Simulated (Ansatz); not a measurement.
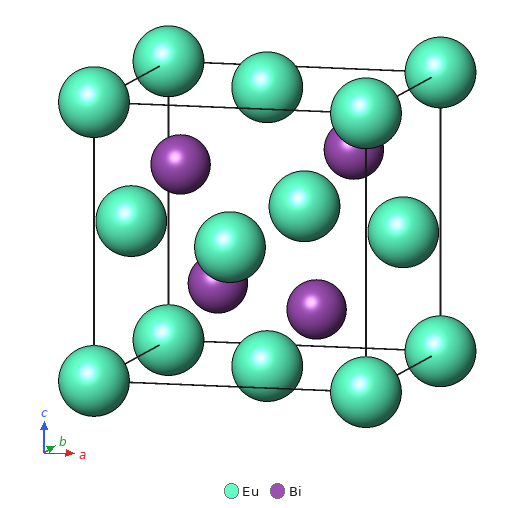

An orthographic spheres-only view of the structure, slightly off an axis. The wireframe shows the conventional unit cell.

EuBi, zinc blende (sphalerite type), space group F-43m (No. 216), a = 7.422 Å, b = 7.422 Å, c = 7.422 Å, α = 90.00°, β = 90.00°, γ = 90.00°. Provenance: a structure type filled with these elements by a generator (whether the compound takes this form wasn't checked). The cell was then strained or its atoms displaced on purpose. Ansatz was used for an electronic-structure calculation on it.

This one geometry was computed with Ansatz (DFT, plane waves, PAW) at five levels of theory: PBE, PBE with spin-orbit coupling, PBEsol, LDA and r2SCAN.

### Which level gives the highest pressure at this volume, and what does that say about its equilibrium volume?

Highest: PBE (0.0 GPa), PBE with spin-orbit coupling (0.0 GPa) and r2SCAN (-0.2 GPa), which points to the largest equilibrium volume. Lowest, with the smallest volume: LDA (-2.1 GPa). Levels within 0.5 GPa of each other can't be told apart.

### How does the band gap change with the level of theory?

All levels give a metal.

### Collect the results in a table.

| level | cutoff (eV) | k-mesh of the run's cell | gap (eV) | pressure (GPa) | absolute moment (μB/atom) |
| --- | --- | --- | --- | --- | --- |
| PBE | 420 | 8×8×8 | metal | 0.0 | 3.66 |
| PBE with spin-orbit coupling | 420 | 8×8×8 | metal | 0.0 | 3.47 |
| PBEsol | 420 | 8×8×8 | metal | -1.2 | 3.64 |
| LDA | 420 | 8×8×8 | metal | -2.1 | 3.63 |
| r2SCAN | 500 | 8×8×8 | metal | -0.2 | 3.72 |

Gaps are taken on the k-mesh or band path of each run.
